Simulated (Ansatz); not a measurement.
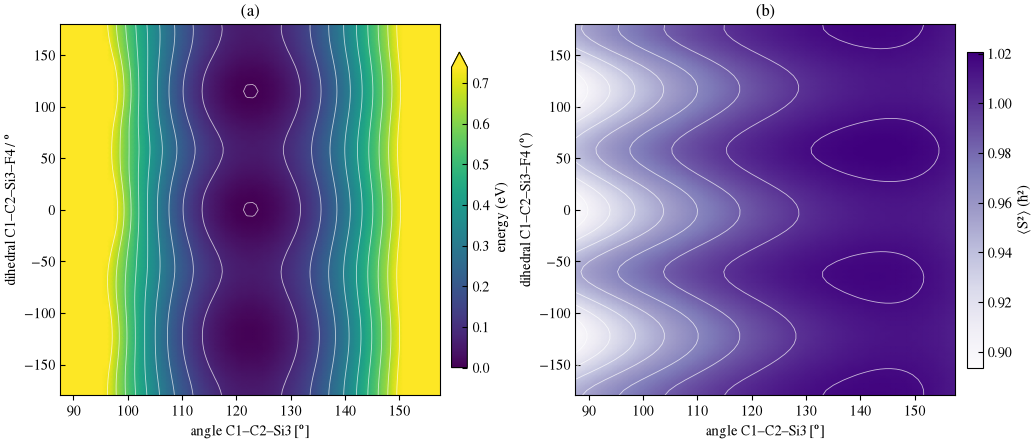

C₂H₃F₂Si, SMILES [CH]=C[SiH](F)F, spin multiplicity 2. The first coordinate is: angle C1–C2–Si3; the second: dihedral C1–C2–Si3–F4. Nothing is relaxed (all other coordinates rigid). The grid has 15 × 15 points. Points are written as (first, second). Energies: eV, counted from the lowest grid point. These are results of UHF/def2-SVP (Ansatz), not measurements.

Panel (a) is the energy and panel (b) the computed ⟨S²⟩ on the same grid.

Drawn: a smooth colour map with a few white contour lines, one colour for all values above the top of the scale. Between grid points the surface is interpolated.

Q: How does the ⟨S²⟩ vary over the map, and what is it at the lowest grid point?

A: Leaving out the highest fifth of the energies, it runs from 0.93 ħ² at (97.5°, 108°) to 1.02 ħ² at (142.5°, 60°). At the lowest grid point, (122.5°, 108°), it is 0.99 ħ².
